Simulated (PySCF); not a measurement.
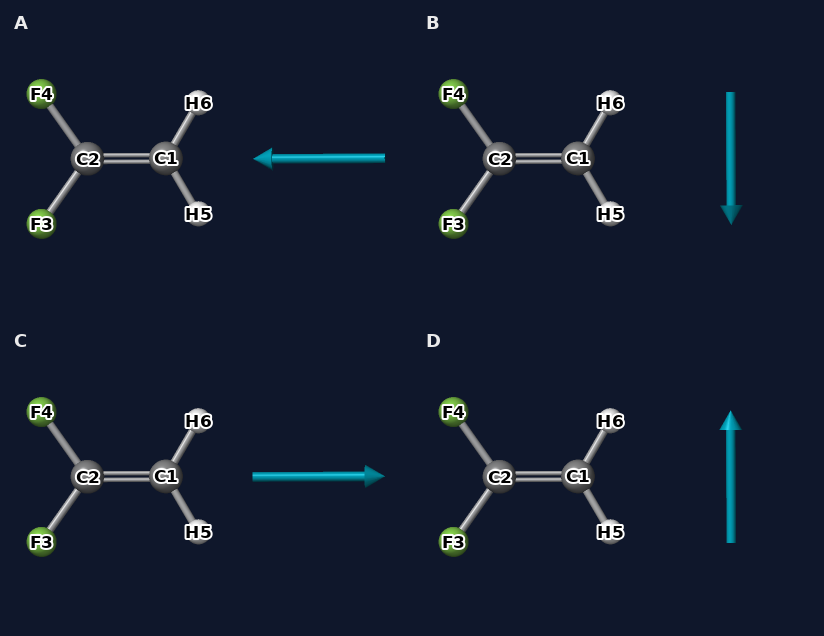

The same molecule four times, each with an arrow. The geometry was computed by an optimisation with GFN2-xTB. No frequency run is at hand to confirm it as a minimum. Method: B3LYP/def2-SVPD, gas phase (PySCF 2.14.0).

**Which arrow points along the dipole moment, from the negative to the positive end?**

C. The dipole moment is 1.46 D; it points from the side of F3, F4 to the side of H5, H6 (the outermost atoms at the two ends).
